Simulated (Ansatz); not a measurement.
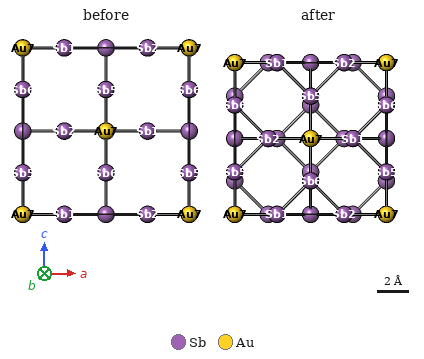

The structure of a crystal of Sb6Au (a generated structure, set up in Fm-3m) (coarse preliminary run) before (left) and after (right) a relaxation, at one scale.

A ball-and-stick model of the conventional cell (4 times the calculation's cell), seen along the b axis. Lengths and directions refer to the drawn axes.

Method: DFT PBE, scalar-relativistic, plane waves, PAW in Ansatz. Set-up: plane-wave cutoff 420 eV; k-point mesh 4 × 4 × 4; occupations gaussian; smearing width 0.1 eV; no spin polarisation; cell and atoms relaxed; force threshold 0.04 eV/Å; at most 70 steps.

Describe what moved and what it gained.

The largest moves relative to the cell, 0.29 Å, are those of Sb atoms. Au stays in place. The volume changes by −24.3 %, with a = b = c 11.064 → 10.083 Å (−8.9 %). Among the contacts that change: Sb–Sb 3.912 → 3.152 Å, Au–Sb 2.766 → 2.813 Å. New bonds form: Sb–Sb (3.91 → 3.15 Å). The space group stays Fm-3m (No. 225). After 4 accepted moves (6 points after the start) the energy has fallen by 3.309 eV per cell of the calculation. Largest force component: 0.69 eV/Å at the start, 0.018 eV/Å at the end. The pressure goes from −4.61 to 0.11 GPa. The line search rejected the trial step at point 3 of the run. The SCF was repeated once at an unchanged geometry on a basis and grid sized afresh for the cell, which shifted the energy by 9.3 meV per cell of the calculation at most. The run took 29 s on 1 thread of AMD EPYC 9R45 96-Core Processor (Zen 5) (shared host), peak memory 0.71 GiB.
